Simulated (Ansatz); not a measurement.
```xyz
10
charge 0, multiplicity 1
O    -1.1581    1.2090    0.4842
Ta    0.1111   -0.1347   -0.0368
O     1.1668   -1.6879   -0.2233
O    -0.4871   -0.1333   -1.8359
O     1.5861    1.0243    0.2390
Cl   -0.9566   -1.3728    1.7159
H    -1.8362    1.2152    1.1590
H     1.2681   -2.5560    0.1635
H    -1.1514    0.4899   -2.1394
H     1.4572    1.9463    0.4737
```

Work out the structure from the coordinates.

Formula ClH4O4Ta. As SMILES it reads `[OH][Ta]([OH])([OH])([OH])[Cl]`. The point group is Cs.

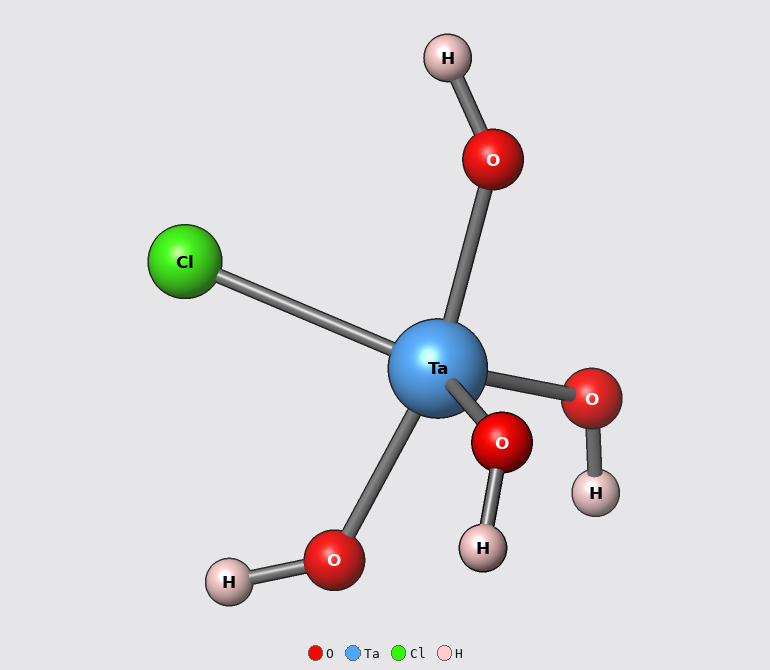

The picture comes from a calculation with Ansatz.
